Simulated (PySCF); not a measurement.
## Electronic structure of C4H13BFN in real space

```xyz
20

B    -1.6851   -0.1499    1.5951
N    -0.6819    0.2240    0.3444
C    -1.4243    0.7207   -0.8076
C     0.1733   -0.9172    0.0288
C     1.3511   -0.6170   -0.9037
C     2.3269    0.3980   -0.3222
F     1.7806    1.6631   -0.3475
H    -2.3469   -1.0725    1.2334
H    -0.9707   -0.4286    2.5111
H    -2.3280    0.8299    1.8077
H    -0.1128    0.9831    0.7086
H    -0.7662    1.1004   -1.5918
H    -2.0817    1.5230   -0.4818
H    -2.0408   -0.0844   -1.2038
H     0.5534   -1.3069    0.9754
H    -0.4614   -1.6882   -0.4143
H     1.0008   -0.2532   -1.8714
H     1.8966   -1.5456   -1.0759
H     3.2472    0.4509   -0.9116
H     2.5650    0.1810    0.7240
```

Geometry: GFN2-xTB.

All numbers below come from PBE0/pcSseg-1, SCF density, gas phase, non-relativistic in PySCF 2.14.0.

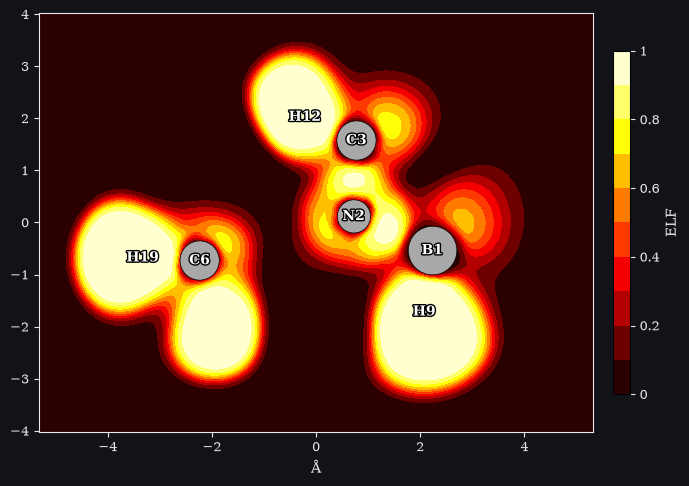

Figure 1. ELF on the plane of atoms B1, N2 and C3. Grey discs cover the atomic cores.

> What do the fields say about this system?

The plane passes through B, N, C and H nuclei. C–N (1.46 Å): the ELF peaks at about 0.95 between the atoms, as expected for localised, covalent bonding. B–N (1.65 Å): the ELF peaks at about 0.95 between the atoms: a polar covalent bond. C–H (1.09 Å): the ELF climbs to about 1 towards the hydrogen, as it does in any bond to H; an ordinary covalent bond to hydrogen. B–H (1.19 Å): the ELF climbs to about 1 towards the hydrogen (an ordinary covalent bond to hydrogen).

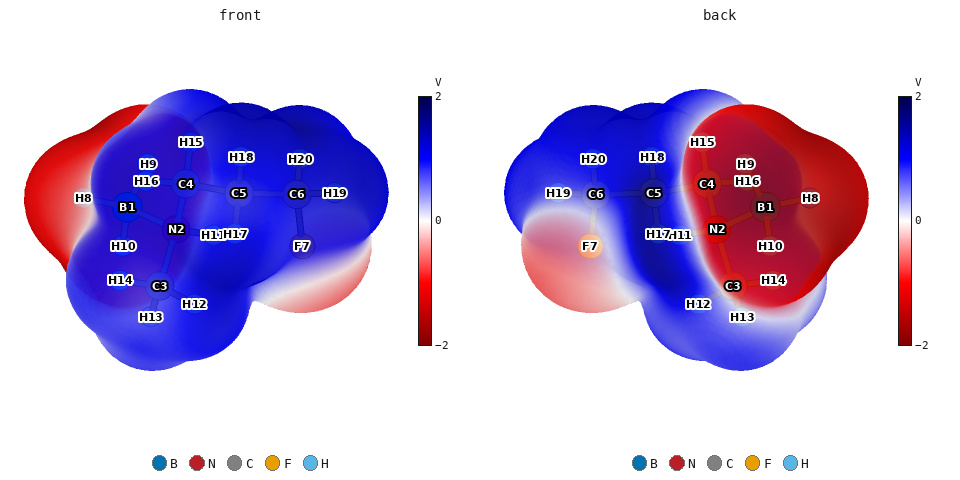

Figure 2. The electrostatic potential painted on the density surface at 0.002 e/bohr³, seen from the front and from behind; red is negative and blue positive.

> Where is the surface potential most negative and most positive?

The most negative region (about −1.8 V) lies over H10, the most positive (about +1.6 V) over C6 and H11.

> What dipole moment does the calculation give?

Its dipole moment is 5.98 D.
